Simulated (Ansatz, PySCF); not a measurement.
Potential energy curve for BrNa, singlet.

- RKS-BLYP = restricted BLYP/cc-pVDZ in Ansatz (a first-principles code)
- RCCSDT(Q) = CCSDT(Q) on RHF/cc-pVDZ, cores with 3d frozen run with Ansatz
- RKS-M06-2X/6-31G* = restricted M06-2X/6-31G*, spherical d run with PySCF
- UKS-B3LYP/6-31G* = unrestricted B3LYP/6-31G*, spherical d run with PySCF

Energies are in kcal/mol, each relative to the lowest point of its own curve between 2.08 and 3.06 Å, where full CI is lowest.

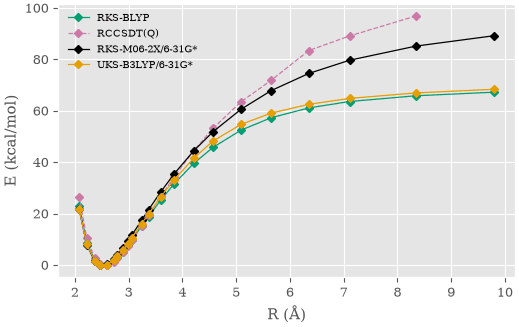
Fig. 1. Energy against bond length for each method.

```
R / Å  RKS-BLYP  RCCSDT(Q)  RKS-M06-2X/6-31G*  UKS-B3LYP/6-31G*
-----  --------  ---------  -----------------  ----------------
2.08       22.8       26.4               21.7              21.8
2.22        8.8       10.7                8.0               8.2
2.37        1.8        2.6                1.4               1.5
2.47        0.1        0.4                0.0               0.0
2.59        0.0        0.0                0.3               0.1
2.72        1.6        1.4                2.4               1.9
2.79        2.9        2.6                4.0               3.4
2.89        5.2        4.9                6.6               5.8
2.98        7.6        7.3                9.2               8.3
3.06        9.8        9.6               11.6              10.6
3.24       15.0       15.2               17.4              16.0
3.37       18.8       19.4               21.5              19.9
3.60       25.3       26.8               28.5              26.6
3.85       31.7       34.4               35.5              33.2
4.21       39.5       44.4               44.4              41.5
4.57       45.8       53.2               51.8              48.2
5.09       52.5       63.5               60.6              54.7
5.65       57.3       71.8               67.8              59.1
6.35       61.1       83.4               74.5              62.5
7.11       63.6       89.1               79.7              64.8
8.34       65.8       96.8               85.1              66.9
9.80       67.2          —               89.2              68.4
```

At the longest distance, 9.80 Å, RKS-M06-2X/6-31G* lies highest above its minimum (89.2 kcal/mol) and RKS-BLYP lowest (67.2 kcal/mol).

A dash means that the run gave no value there, or that the column was ended at a point which the program doubted or which failed a test of continuity chosen for this set; such a test can also cut sound points.

The restricted form behind RKS-BLYP, RKS-M06-2X/6-31G* keeps the bonding electrons paired and can't separate into open-shell fragments. The T1 diagnostic of CCSD on the restricted reference of RCCSDT(Q) exceeds 0.045 at 5.65 to 9.80 Å. The unrestricted determinant behind UKS-B3LYP/6-31G* is spin-contaminated at 4.57 to 9.80 Å (<S²> up to 0.6, against 0.00 for a pure singlet).
